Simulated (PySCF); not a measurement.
## Atomic calculation for Ce²⁺

Ce²⁺, configuration 1s2 2s2 2p6 3s2 3p6 3d10 4s2 4p6 4d10 4f1 5s2 5p6 6s1, multiplicity 3. Computed at this level: unrestricted PBE, ANO-RCC-VTZP, spin-free X2C-1e, Gaussian nucleus (PySCF).

### The program's output (extracts)
```
damping factor = 0
level_shift factor = 0
DIIS = <class 'pyscf.scf.diis.CDIIS'>
diis_start_cycle = 1
diis_space = 10
diis_damp = 0
SCF conv_tol = 1e-09
SCF conv_tol_grad = None
number electrons alpha = 29  beta = 27
XC functionals = PBE
    J. P. Perdew, K. Burke, and M. Ernzerhof.,  Phys. Rev. Lett. 77, 3865 (1996)
    J. P. Perdew, K. Burke, and M. Ernzerhof.,  Phys. Rev. Lett. 78, 1396 (1997)
    J. P. Perdew, K. Burke, and M. Ernzerhof.,  Phys. Rev. Lett. 77, 3865 (1996)
    J. P. Perdew, K. Burke, and M. Ernzerhof.,  Phys. Rev. Lett. 78, 1396 (1997)
cycle= 1 E= -8858.25048580549  delta_E= -0.0128  |g|= 0.0459  |ddm|= 0.144
cycle= 2 E= -8858.25093807459  delta_E= -0.000452  |g|= 0.0155  |ddm|= 0.0494
cycle= 3 E= -8858.25099691588  delta_E= -5.88e-05  |g|= 0.00356  |ddm|= 0.0204
cycle= 4 E= -8858.25099890593  delta_E= -1.99e-06  |g|= 0.000463  |ddm|= 0.00225
cycle= 5 E= -8858.25099894913  delta_E= -4.32e-08  |g|= 5.09e-05  |ddm|= 0.000718
cycle= 6 E= -8858.25099894955  delta_E= -4.2e-10  |g|= 9.2e-06  |ddm|= 0.000142
converged SCF energy = -8858.25099894955  <S^2> = 2.0004946  2S+1 = 3.0003297
```

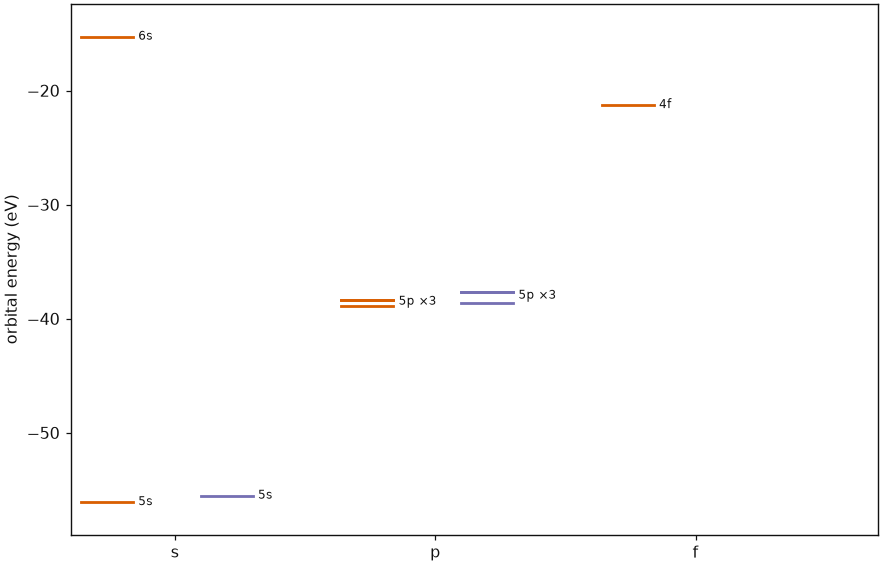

Orbital energies of the mean field, from the top down to −56.1 eV, by angular momentum, α spin at the left of each column and β at the right; ×n counts the orbitals under one label. Empty levels that the record names by l alone aren't drawn. The highest filled orbital is 6s α at −15.3 eV, the lowest empty one f α at −21.7 eV.

### The input
```python
from pyscf import gto, scf, dft, mp, cc
import basis_set_exchange as bse
mol = gto.M(atom="Ce 0 0 0", charge=2, spin=2, symmetry="D2h",
            basis=gto.basis.parse(bse.get_basis("ANO-RCC-VTZP", elements=["Ce"], fmt="nwchem")),
            nucmod="G")
mf = dft.UKS(mol, xc="PBE").sfx2c1e()
mf.irrep_nelec = {'Ag': (10, 9), 'B1g': (2, 2), 'B2g': (2, 2), 'B3g': (2, 2), 'B1u': (4, 4), 'B2u': (5, 4), 'B3u': (4, 4)}
mf.kernel()
```

The script is an equivalent of what the driver set up; the driver started from orbitals of its own, so the log can be shorter than this script's would be, and it computed the properties (radii, ⟨L²⟩, response) afterwards. It held the occupations shell by shell, which the script's counts by irreducible representation don't always enforce.

### Results in brief

- outcome: converged
- total energy: −8858.2510 hartree
- ⟨S²⟩: 2.000
- ⟨L²⟩: 12.01
- SCF iterations: 6
- hardware: 1 CPU thread, shared host
- CPU time: 4.4 s (integrals apart)

### Notes

The driver held the occupations shell by shell, and empty f levels lie below the filled 6s. This is not the ground configuration of the species.
